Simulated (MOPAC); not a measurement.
Run report: Ge2H6O, geometry relaxation (part 1 of 2)

Ge2H6O, computed with PM7, closed shell, dispersion built in (MOPAC 23.2.5).

The atoms were displaced at random from an optimised geometry.

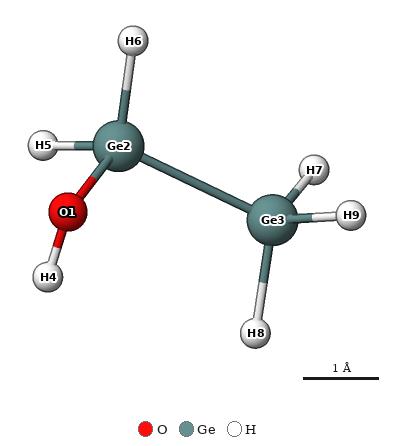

**Figure 1.** The starting structure (ball-and-stick view, seen at a tilt; atoms are numbered from 1 in the order of the input). Sticks mark near contacts. Bond lengths as drawn: Ge–Ge 2.41 Å, Ge–H 1.52 to 1.58 Å, Ge–O 1.79 Å and H–O 0.95 Å.

The input (job.mop)
```
BONDS GRADIENTS CHARGE=0 DISP EF CYCLES=300 GNORM=0.01 PM7 AUX(PRECISION=6) THREADS=1
Ge2H6O

O     -1.655989     1.098240    -0.821062
Ge     0.052662     1.013456    -0.280500
Ge     0.519103    -1.144416     0.687386
H     -1.817240     0.510507    -1.553955
H      0.986801     1.298367    -1.471947
H      0.164764     2.141978     0.750633
H      1.982805    -1.276674     1.076333
H      0.176672    -2.279062    -0.361046
H     -0.360469    -1.400371     1.939333
```

Machine: 1 thread of Intel Xeon (Sapphire Rapids), 64 GiB of memory available, shared host.

Launch command:
```bash
mopac job.mop
```

What the program printed
```
MOPAC v23.2.5
PM7 CALCULATION RESULTS

 *  PM7        - The PM7 Hamiltonian to be used
 *
 *
 *
 *                 CHARGE ON SYSTEM = 0
 *
 *
 *
 *  EF         - USE EF ROUTINE FOR MINIMUM SEARCH
 *  THREADS=1  - MULTI-THREADING NOT USED
 *  CYCLES=    - DO A MAXIMUM OF 300 STEPS
 *  GNORM      - EXIT WHEN GRADIENT NORM DROPS BELOW 0.010
 *  AUX        - OUTPUT AUXILIARY INFORMATION
 *  GRADIENTS  - ALL GRADIENTS TO BE PRINTED
 *  DISP       - PRINT DISPERSION AND HYDROGEN BOND ENERGIES
 *  BONDS      - FINAL BOND-ORDER MATRIX TO BE PRINTED
BONDS GRADIENTS CHARGE=0 DISP EF CYCLES=300 GNORM=0.01 PM7 AUX(PRECISION=6) THREADS=1
 Ge2H6O

   ATOM   CHEMICAL          X               Y               Z
  NUMBER   SYMBOL      (ANGSTROMS)     (ANGSTROMS)     (ANGSTROMS)

     1       O         -1.65598900  *   1.09824000  *  -0.82106200  *
     2      Ge          0.05266200  *   1.01345600  *  -0.28050000  *
     3      Ge          0.51910300  *  -1.14441600  *   0.68738600  *
     4       H         -1.81724000  *   0.51050700  *  -1.55395500  *
     5       H          0.98680100  *   1.29836700  *  -1.47194700  *
     6       H          0.16476400  *   2.14197800  *   0.75063300  *
     7       H          1.98280500  *  -1.27667400  *   1.07633300  *
     8       H          0.17667200  *  -2.27906200  *  -0.36104600  *
     9       H         -0.36046900  *  -1.40037100  *   1.93933300  *

          CARTESIAN COORDINATES

    NO.       ATOM           X           Y           Z

     1         O         -1.6560      1.0982     -0.8211
     2        Ge          0.0527      1.0135     -0.2805
     3        Ge          0.5191     -1.1444      0.6874
     4         H         -1.8172      0.5105     -1.5540
     5         H          0.9868      1.2984     -1.4719
     6         H          0.1648      2.1420      0.7506
     7         H          1.9828     -1.2767      1.0763
     8         H          0.1767     -2.2791     -0.3610
     9         H         -0.3605     -1.4004      1.9393

           Empirical Formula: H6 O Ge2  =     9 atoms

      MOLECULAR POINT GROUP   :   C1

      RHF CALCULATION, NO. OF DOUBLY OCCUPIED LEVELS = 10

          Geometry optimization using EF

          DIAGONAL MATRIX USED AS START HESSIAN
```

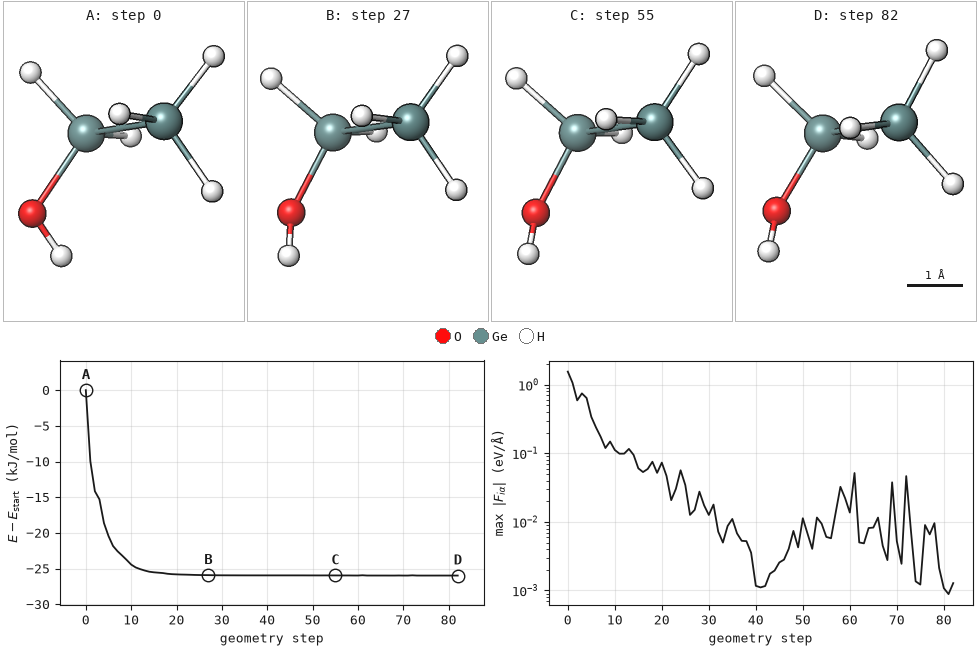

**Figure 2.** Frames of the relaxation (ball-and-stick view, seen at a tilt) above the curves, on which the letters mark them (steps are counted from 0).

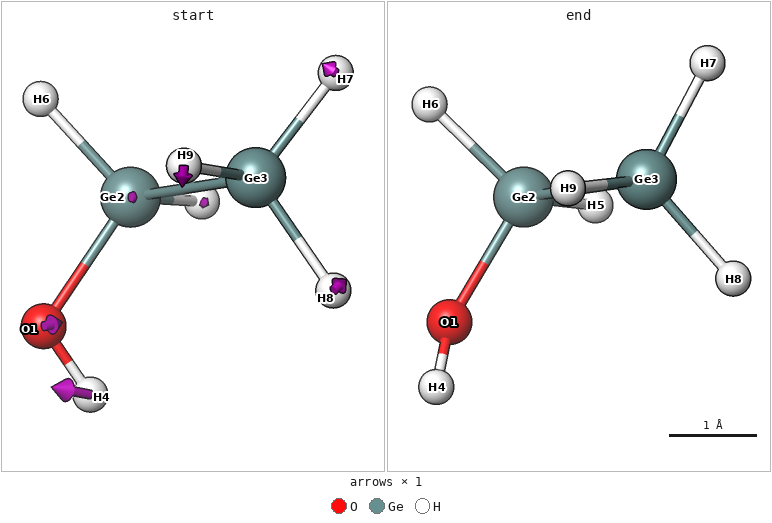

**Figure 3.** Before (left) and after (right) the relaxation, at one scale (ball-and-stick view, seen at a tilt). The pink arrows give the displacements, at true length. After 82 geometry steps the energy has fallen by 26.0 kJ/mol. Largest force component: 1.6 eV/Å at the start, 0.0013 eV/Å at the end. The atom that moves furthest after the best rigid fit is H4 (0.59 Å). By element the largest moves are H 0.59 Å, O 0.29 Å, Ge 0.10 Å. Among the contacts that change: O1–Ge2 1.794 → 1.671 Å, Ge3–H8 1.582 → 1.515 Å, O1–H4 0.953 → 0.897 Å, Ge2–Ge3 2.411 → 2.462 Å. Among the angles that change: Ge2–O1–H4 111.3° → 144.2°, O1–Ge2–H5 109.6° → 103.8°, H5–Ge2–H6 109.9° → 113.9°. (Atoms are counted from 1 in the order of the input.)

```
 CYCLE:     1 TIME:   0.000 TIME LEFT:  2.00D  GRAD.:    60.264 HEAT: -17.19383
 CYCLE:     2 TIME:   0.000 TIME LEFT:  2.00D  GRAD.:    38.320 HEAT: -19.57288
 CYCLE:     3 TIME:   0.008 TIME LEFT:  2.00D  GRAD.:    26.849 HEAT: -20.57882
 CYCLE:     4 TIME:   0.000 TIME LEFT:  2.00D  GRAD.:    38.897 HEAT: -20.84833
 CYCLE:     5 TIME:   0.000 TIME LEFT:  2.00D  GRAD.:    21.680 HEAT: -21.64306
 CYCLE:     6 TIME:   0.008 TIME LEFT:  2.00D  GRAD.:    13.659 HEAT: -22.07776
 CYCLE:     7 TIME:   0.000 TIME LEFT:  2.00D  GRAD.:    11.470 HEAT: -22.41139
 CYCLE:     8 TIME:   0.000 TIME LEFT:  2.00D  GRAD.:     8.335 HEAT: -22.58842
 CYCLE:     9 TIME:   0.008 TIME LEFT:  2.00D  GRAD.:     6.517 HEAT: -22.72997
 CYCLE:    10 TIME:   0.000 TIME LEFT:  2.00D  GRAD.:     6.793 HEAT: -22.87739
 CYCLE:    11 TIME:   0.000 TIME LEFT:  2.00D  GRAD.:     6.443 HEAT: -23.03329
 CYCLE:    12 TIME:   0.000 TIME LEFT:  2.00D  GRAD.:     5.320 HEAT: -23.12966
 CYCLE:    13 TIME:   0.008 TIME LEFT:  2.00D  GRAD.:     5.259 HEAT: -23.18667
 CYCLE:    14 TIME:   0.000 TIME LEFT:  2.00D  GRAD.:     6.092 HEAT: -23.23377
 CYCLE:    15 TIME:   0.000 TIME LEFT:  2.00D  GRAD.:     3.759 HEAT: -23.27307
 CYCLE:    16 TIME:   0.000 TIME LEFT:  2.00D  GRAD.:     2.817 HEAT: -23.29255
 CYCLE:    17 TIME:   0.008 TIME LEFT:  2.00D  GRAD.:     2.756 HEAT: -23.30532
 CYCLE:    18 TIME:   0.000 TIME LEFT:  2.00D  GRAD.:     3.107 HEAT: -23.31769
 CYCLE:    19 TIME:   0.000 TIME LEFT:  2.00D  GRAD.:     3.741 HEAT: -23.34158
 CYCLE:    20 TIME:   0.008 TIME LEFT:  2.00D  GRAD.:     2.260 HEAT: -23.35473
 CYCLE:    21 TIME:   0.000 TIME LEFT:  2.00D  GRAD.:     3.693 HEAT: -23.36146
 CYCLE:    22 TIME:   0.000 TIME LEFT:  2.00D  GRAD.:     2.170 HEAT: -23.36725
 CYCLE:    23 TIME:   0.000 TIME LEFT:  2.00D  GRAD.:     1.203 HEAT: -23.37058
 CYCLE:    24 TIME:   0.008 TIME LEFT:  2.00D  GRAD.:     1.573 HEAT: -23.37513
 CYCLE:    25 TIME:   0.000 TIME LEFT:  2.00D  GRAD.:     2.385 HEAT: -23.38027
 CYCLE:    26 TIME:   0.000 TIME LEFT:  2.00D  GRAD.:     1.567 HEAT: -23.38360
 CYCLE:    27 TIME:   0.008 TIME LEFT:  2.00D  GRAD.:     0.661 HEAT: -23.38565
 CYCLE:    28 TIME:   0.000 TIME LEFT:  2.00D  GRAD.:     0.708 HEAT: -23.38694
 CYCLE:    29 TIME:   0.000 TIME LEFT:  2.00D  GRAD.:     1.249 HEAT: -23.38977
 CYCLE:    30 TIME:   0.000 TIME LEFT:  2.00D  GRAD.:     0.679 HEAT: -23.39193
 CYCLE:    31 TIME:   0.008 TIME LEFT:  2.00D  GRAD.:     0.527 HEAT: -23.39297
 CYCLE:    32 TIME:   0.000 TIME LEFT:  2.00D  GRAD.:     0.853 HEAT: -23.39346
 CYCLE:    33 TIME:   0.000 TIME LEFT:  2.00D  GRAD.:     0.435 HEAT: -23.39398
 CYCLE:    34 TIME:   0.008 TIME LEFT:  2.00D  GRAD.:     0.261 HEAT: -23.39433
 CYCLE:    35 TIME:   0.000 TIME LEFT:  2.00D  GRAD.:     0.264 HEAT: -23.39485
 CYCLE:    36 TIME:   0.000 TIME LEFT:  2.00D  GRAD.:     0.313 HEAT: -23.39515
 CYCLE:    37 TIME:   0.000 TIME LEFT:  2.00D  GRAD.:     0.256 HEAT: -23.39532
 CYCLE:    38 TIME:   0.008 TIME LEFT:  2.00D  GRAD.:     0.190 HEAT: -23.39540
 CYCLE:    39 TIME:   0.000 TIME LEFT:  2.00D  GRAD.:     0.191 HEAT: -23.39554
 CYCLE:    40 TIME:   0.000 TIME LEFT:  2.00D  GRAD.:     0.146 HEAT: -23.39558
 CYCLE:    41 TIME:   0.000 TIME LEFT:  2.00D  GRAD.:     0.071 HEAT: -23.39561
 CYCLE:    42 TIME:   0.008 TIME LEFT:  2.00D  GRAD.:     0.062 HEAT: -23.39561
 CYCLE:    43 TIME:   0.008 TIME LEFT:  2.00D  GRAD.:     0.057 HEAT: -23.39562
 CYCLE:    44 TIME:   0.000 TIME LEFT:  2.00D  GRAD.:     0.077 HEAT: -23.39563
 CYCLE:    45 TIME:   0.000 TIME LEFT:  2.00D  GRAD.:     0.073 HEAT: -23.39565
 CYCLE:    46 TIME:   0.000 TIME LEFT:  2.00D  GRAD.:     0.116 HEAT: -23.39566
 CYCLE:    47 TIME:   0.008 TIME LEFT:  2.00D  GRAD.:     0.124 HEAT: -23.39568
 CYCLE:    48 TIME:   0.000 TIME LEFT:  2.00D  GRAD.:     0.160 HEAT: -23.39575
 CYCLE:    49 TIME:   0.000 TIME LEFT:  2.00D  GRAD.:     0.322 HEAT: -23.39585
 CYCLE:    50 TIME:   0.000 TIME LEFT:  2.00D  GRAD.:     0.193 HEAT: -23.39646
 CYCLE:    51 TIME:   0.008 TIME LEFT:  2.00D  GRAD.:     0.479 HEAT: -23.39657
 CYCLE:    52 TIME:   0.000 TIME LEFT:  2.00D  GRAD.:     0.266 HEAT: -23.39688
 CYCLE:    53 TIME:   0.000 TIME LEFT:  2.00D  GRAD.:     0.193 HEAT: -23.39696
 CYCLE:    54 TIME:   0.000 TIME LEFT:  2.00D  GRAD.:     0.524 HEAT: -23.39628
 CYCLE:    55 TIME:   0.008 TIME LEFT:  2.00D  GRAD.:     0.434 HEAT: -23.39684
 CYCLE:    56 TIME:   0.000 TIME LEFT:  2.00D  GRAD.:     0.262 HEAT: -23.39708
 CYCLE:    57 TIME:   0.008 TIME LEFT:  2.00D  GRAD.:     0.240 HEAT: -23.39749
 CYCLE:    58 TIME:   0.000 TIME LEFT:  2.00D  GRAD.:     0.618 HEAT: -23.39822
 CYCLE:    59 TIME:   0.000 TIME LEFT:  2.00D  GRAD.:     1.455 HEAT: -23.39792
 CYCLE:    60 TIME:   0.008 TIME LEFT:  2.00D  GRAD.:     0.830 HEAT: -23.39953
 CYCLE:    61 TIME:   0.000 TIME LEFT:  2.00D  GRAD.:     0.498 HEAT: -23.40003
 CYCLE:    62 TIME:   0.000 TIME LEFT:  2.00D  GRAD.:     2.728 HEAT: -23.39139
 CYCLE:    63 TIME:   0.008 TIME LEFT:  2.00D  GRAD.:     0.305 HEAT: -23.40037
 CYCLE:    64 TIME:   0.000 TIME LEFT:  2.00D  GRAD.:     0.238 HEAT: -23.40046
 CYCLE:    65 TIME:   0.000 TIME LEFT:  2.00D  GRAD.:     0.419 HEAT: -23.40061
 CYCLE:    66 TIME:   0.000 TIME LEFT:  2.00D  GRAD.:     0.414 HEAT: -23.40077
 CYCLE:    67 TIME:   0.008 TIME LEFT:  2.00D  GRAD.:     0.564 HEAT: -23.40055
 CYCLE:    68 TIME:   0.000 TIME LEFT:  2.00D  GRAD.:     0.205 HEAT: -23.40113
 CYCLE:    69 TIME:   0.000 TIME LEFT:  2.00D  GRAD.:     0.142 HEAT: -23.40121
 CYCLE:    70 TIME:   0.008 TIME LEFT:  2.00D  GRAD.:     1.647 HEAT: -23.39908
 CYCLE:    71 TIME:   0.000 TIME LEFT:  2.00D  GRAD.:     0.246 HEAT: -23.40137
 CYCLE:    72 TIME:   0.008 TIME LEFT:  2.00D  GRAD.:     0.120 HEAT: -23.40139
 CYCLE:    73 TIME:   0.000 TIME LEFT:  2.00D  GRAD.:     2.309 HEAT: -23.39373
 CYCLE:    74 TIME:   0.000 TIME LEFT:  2.00D  GRAD.:     0.384 HEAT: -23.40097
 CYCLE:    75 TIME:   0.008 TIME LEFT:  2.00D  GRAD.:     0.066 HEAT: -23.40134
 CYCLE:    76 TIME:   0.000 TIME LEFT:  2.00D  GRAD.:     0.068 HEAT: -23.40138
 CYCLE:    77 TIME:   0.000 TIME LEFT:  2.00D  GRAD.:     0.376 HEAT: -23.40124
 CYCLE:    78 TIME:   0.008 TIME LEFT:  2.00D  GRAD.:     0.289 HEAT: -23.40128
 CYCLE:    79 TIME:   0.000 TIME LEFT:  2.00D  GRAD.:     0.401 HEAT: -23.40084
 CYCLE:    80 TIME:   0.000 TIME LEFT:  2.00D  GRAD.:     0.126 HEAT: -23.40113
 CYCLE:    81 TIME:   0.031 TIME LEFT:  2.00D  GRAD.:     0.056 HEAT: -23.40116
 CYCLE:    82 TIME:   0.000 TIME LEFT:  2.00D  GRAD.:     0.041 HEAT: -23.40113
 CYCLE:    83 TIME:   0.008 TIME LEFT:  2.00D  GRAD.:     0.062 HEAT: -23.40108

 HEAT OF FORMATION IS ESSENTIALLY STATIONARY

 -------------------------------------------------------------------------------
 BONDS GRADIENTS CHARGE=0 DISP EF CYCLES=300 GNORM=0.01 PM7 AUX(PRECISION=6) THREADS=1
 Ge2H6O

     GEOMETRY OPTIMISED USING EIGENVECTOR FOLLOWING (EF).
     SCF FIELD WAS ACHIEVED

                              PM7 CALCULATION

          FINAL HEAT OF FORMATION =        -23.40108 KCAL/MOL =     -97.91014 KJ/MOL

          TOTAL ENERGY            =     -12716.44714 KCAL/MOL = ELECTRONIC ENERGY + CORE-CORE REPULSION
          ENERGY OF ATOMS         =      12693.26497 KCAL/MOL
                              SUM =        -23.18217 KCAL/MOL
          DISPERSION ENERGY       =         -0.21891 KCAL/MOL
                              SUM =        -23.40108 KCAL/MOL = FINAL HEAT OF FORMATION

          TOTAL ENERGY            =       -551.43734 EV
          ELECTRONIC ENERGY       =      -1343.18171 EV
          CORE-CORE REPULSION     =        791.74437 EV
          COSMO AREA              =        126.94 SQUARE ANGSTROMS
          COSMO VOLUME            =        119.06 CUBIC ANGSTROMS

          GRADIENT NORM           =          0.06211          =       0.02070 PER ATOM
          IONIZATION POTENTIAL    =          9.630482 EV
          HOMO LUMO ENERGIES (EV) =         -9.630 -1.693
          NO. OF FILLED LEVELS    =         10
          MOLECULAR WEIGHT        =        167.2268         POINT GROUP:  Cs

          MOLECULAR DIMENSIONS (Angstroms)

            Atom       Atom       Distance
            H     7    H     4     5.06988
            H     5    H     9     4.33233
            H     8    H     6     4.09618

          SCF CALCULATIONS        =         85

          WALL-CLOCK TIME         =      0.234 SECONDS
          COMPUTATION TIME        =      0.123 SECONDS

       FINAL  POINT  AND  DERIVATIVES

   PARAMETER     ATOM    TYPE            VALUE        GRADIENT
      1          1  O    CARTESIAN X    -1.505262     -0.009376  KCAL/ANGSTROM
      2          1  O    CARTESIAN Y     1.081955     -0.016755  KCAL/ANGSTROM
      3          1  O    CARTESIAN Z    -0.898779     -0.011158  KCAL/ANGSTROM
      4          2 Ge    CARTESIAN X     0.055450      0.009229  KCAL/ANGSTROM
      5          2 Ge    CARTESIAN Y     1.025891     -0.000706  KCAL/ANGSTROM
      6          2 Ge    CARTESIAN Z    -0.303446      0.001225  KCAL/ANGSTROM
      7          3 Ge    CARTESIAN X     0.516274      0.016711  KCAL/ANGSTROM
      8          3 Ge    CARTESIAN Y    -1.178254      0.014435  KCAL/ANGSTROM
      9          3 Ge    CARTESIAN Z     0.691571      0.002652  KCAL/ANGSTROM
     10          4  H    CARTESIAN X    -2.262483      0.005749  KCAL/ANGSTROM
     11          4  H    CARTESIAN Y     0.612521      0.005263  KCAL/ANGSTROM
     12          4  H    CARTESIAN Z    -0.999093      0.006552  KCAL/ANGSTROM
     13          5  H    CARTESIAN X     0.919183     -0.008916  KCAL/ANGSTROM
     14          5  H    CARTESIAN Y     1.294021      0.014896  KCAL/ANGSTROM
     15          5  H    CARTESIAN Z    -1.523938     -0.002159  KCAL/ANGSTROM
     16          6  H    CARTESIAN X     0.090404     -0.000645  KCAL/ANGSTROM
     17          6  H    CARTESIAN Y     2.137303      0.010269  KCAL/ANGSTROM
     18          6  H    CARTESIAN Z     0.731529      0.001525  KCAL/ANGSTROM
     19          7  H    CARTESIAN X     1.911405      0.017824  KCAL/ANGSTROM
     20          7  H    CARTESIAN Y    -1.160075     -0.003541  KCAL/ANGSTROM
     21          7  H    CARTESIAN Z     1.268110      0.003272  KCAL/ANGSTROM
     22          8  H    CARTESIAN X     0.391405     -0.008643  KCAL/ANGSTROM
     23          8  H    CARTESIAN Y    -2.219929     -0.029529  KCAL/ANGSTROM
     24          8  H    CARTESIAN Z    -0.401402     -0.016150  KCAL/ANGSTROM
     25          9  H    CARTESIAN X    -0.516769     -0.021933  KCAL/ANGSTROM
     26          9  H    CARTESIAN Y    -1.422579      0.005671  KCAL/ANGSTROM
     27          9  H    CARTESIAN Z     1.772998      0.014242  KCAL/ANGSTROM

   ATOM   CHEMICAL          X               Y               Z
  NUMBER   SYMBOL      (ANGSTROMS)     (ANGSTROMS)     (ANGSTROMS)

     1       O         -1.50526203  *   1.08195548  *  -0.89877878  *
     2      Ge          0.05545029  *   1.02589061  *  -0.30344557  *
     3      Ge          0.51627440  *  -1.17825351  *   0.69157077  *
     4       H         -2.26248323  *   0.61252087  *  -0.99909250  *
     5       H          0.91918319  *   1.29402108  *  -1.52393756  *
     6       H          0.09040441  *   2.13730320  *   0.73152922  *
     7       H          1.91140542  *  -1.16007463  *   1.26811015  *
     8       H          0.39140474  *  -2.21992885  *  -0.40140193  *
     9       H         -0.51676855  *  -1.42257938  *   1.77299814  *

                             CARTESIAN COORDINATES

   1    O       -1.505262028     1.081955477    -0.898778778
   2   Ge        0.055450285     1.025890609    -0.303445569
   3   Ge        0.516274399    -1.178253514     0.691570770
   4    H       -2.262483226     0.612520872    -0.999092503
   5    H        0.919183194     1.294021079    -1.523937558
   6    H        0.090404411     2.137303200     0.731529222
   7    H        1.911405415    -1.160074631     1.268110153
   8    H        0.391404741    -2.219928849    -0.401401933
   9    H       -0.516768555    -1.422579376     1.772998136

           Empirical Formula: H6 O Ge2  =     9 atoms

      MOLECULAR POINT GROUP   :   Cs

                  EIGENVALUES
 -27.79585 -19.50483 -17.75867 -15.25724 -13.85517 -13.12940 -12.12995 -12.11907
 -10.72997  -9.63048  -1.69330  -0.30215   1.11977   1.17528   1.49621   3.16273
   4.59301   7.17846

              NET ATOMIC CHARGES AND DIPOLE CONTRIBUTIONS

  ATOM NO.   TYPE          CHARGE      No. of ELECS.   s-Pop       p-Pop
    1          O          -0.863110        6.8631     1.62380     5.23931
    2         Ge           0.172982        3.8270     1.04929     2.77773
    3         Ge          -0.277301        4.2773     0.95787     3.31943
    4          H           0.390271        0.6097     0.60973
    5          H           0.155391        0.8446     0.84461
    6          H           0.155135        0.8449     0.84486
    7          H           0.076394        0.9236     0.92361
    8          H           0.094710        0.9053     0.90529
    9          H           0.095529        0.9045     0.90447
 DIPOLE           X         Y         Z       TOTAL
 POINT-CHG.     2.753    -0.445     1.184     3.030
 HYBRID        -0.907    -0.230    -0.246     0.968
 SUM            1.846    -0.676     0.938     2.178

          ATOMIC ORBITAL ELECTRON POPULATIONS

     Atom    s        px        py        pz
    1  O   1.62380   1.48222   1.82279   1.93430
    2 Ge   1.04929   0.61837   1.08441   1.07495
    3 Ge   0.95787   1.10489   1.09673   1.11781
    4  H   0.60973
    5  H   0.84461
    6  H   0.84486
    7  H   0.92361
    8  H   0.90529
    9  H   0.90447

          BONDING CONTRIBUTION OF EACH M.O.

  1.3331  1.7301  2.0710  1.7001  1.0065  0.8603  1.7620  1.7620  1.2380  1.6097
 -2.0319 -1.5310 -2.0048 -2.0077 -1.9808 -1.8938 -1.8983 -1.7245

            (VALENCIES)   BOND ORDERS

     1  O     (1.686)     4  H 0.830     2 Ge 0.774     3 Ge 0.051     6  H 0.013     5  H 0.013

     2 Ge     (3.653)     3 Ge 0.960     5  H 0.952     6  H 0.952     1  O 0.774

     3 Ge     (3.959)     7  H 0.983     8  H 0.982     9  H 0.982     2 Ge 0.960     1  O 0.051

     4  H     (0.848)     1  O 0.830

     5  H     (0.976)     2 Ge 0.952     1  O 0.013

     6  H     (0.976)     2 Ge 0.952     1  O 0.013

     7  H     (0.994)     3 Ge 0.983

     8  H     (0.991)     3 Ge 0.982

     9  H     (0.991)     3 Ge 0.982

 *                    *
 * JOB ENDED NORMALLY *
 *                    *

 TOTAL JOB TIME:             0.23 SECONDS

 == MOPAC DONE ==
```
